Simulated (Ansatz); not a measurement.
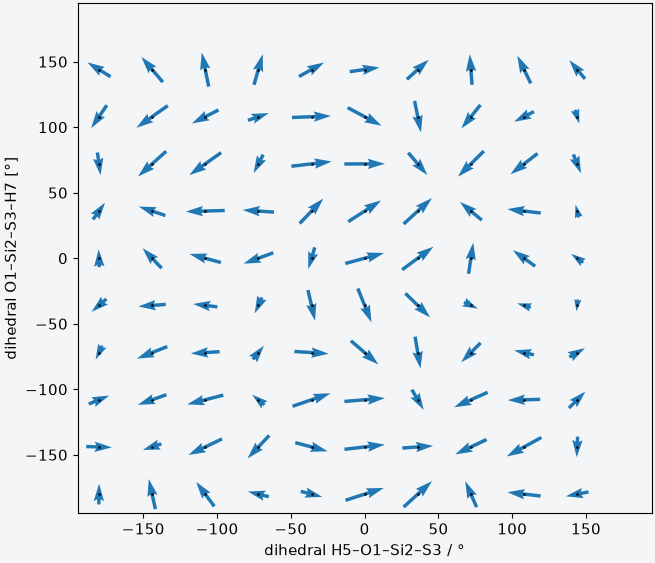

BrH₃OSSi, SMILES O[SiH](S)Br. First axis: dihedral H5–O1–Si2–S3. Second axis: dihedral O1–Si2–S3–H7. Nothing is relaxed (all other coordinates rigid). Grid: 10 × 10 points. The calculation used Ansatz 0.2.0, RKS B3LYP-D4/def2-SVP.

The picture shows dots at the grid points, arrows along the force (downhill), their lengths compressed.

Question: The arrows alone are given. Where are the wells?

Answer: The arrows converge at about dihedral H5–O1–Si2–S3 = 50°, dihedral O1–Si2–S3–H7 = −150°; about dihedral H5–O1–Si2–S3 = 50°, dihedral O1–Si2–S3–H7 = 55° (9 meV up); about dihedral H5–O1–Si2–S3 = −170°, dihedral O1–Si2–S3–H7 = 50° (75 meV up); about dihedral H5–O1–Si2–S3 = −155°, dihedral O1–Si2–S3–H7 = −140° (79 meV up) (read from the interpolated surface).

The energy map of the same scan:

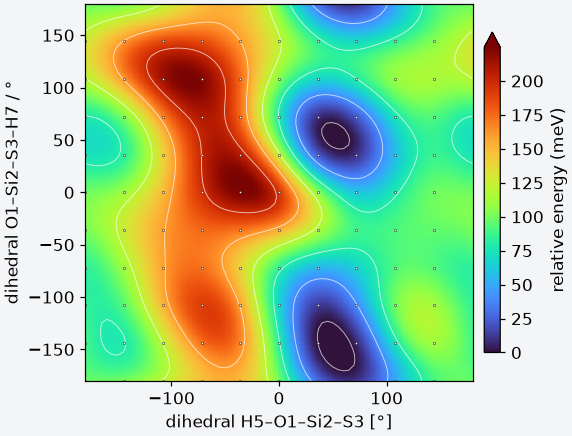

Energies are in meV, from the lowest grid point; between grid points the surface is interpolated.
